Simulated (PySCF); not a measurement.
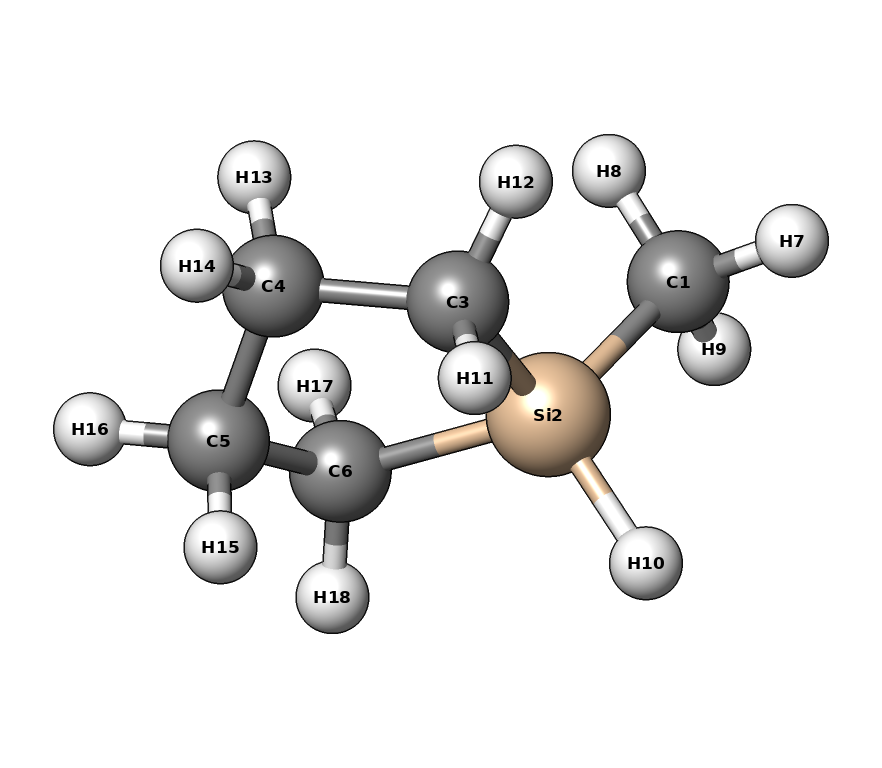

Every bond is drawn as one stick. The geometry was computed by an optimisation with PBE0-D3(BJ)/def2-SVP. No frequency run is at hand to confirm it as a minimum. Level of theory: PBE0/pcSseg-1 (PySCF 2.14.0).

List the Mayer bond orders of C1–Si2, Si2–C3, Si2–C6, C3–C4, C4–C5, C5–C6 (bonds between heavy atoms, one of each equivalent set). Atoms whose distances differ by more than 0.02 Å in this geometry are listed apart.

| bond | Mayer order | length (Å) |
| --- | --- | --- |
| C1–Si2 | 0.98 | 1.880 |
| Si2–C3 | 0.90 | 1.904 |
| Si2–C6 | 0.91 | 1.902 |
| C3–C4 | 1.03 | 1.538 |
| C4–C5 | 1.02 | 1.532 |
| C5–C6 | 1.02 | 1.536 |
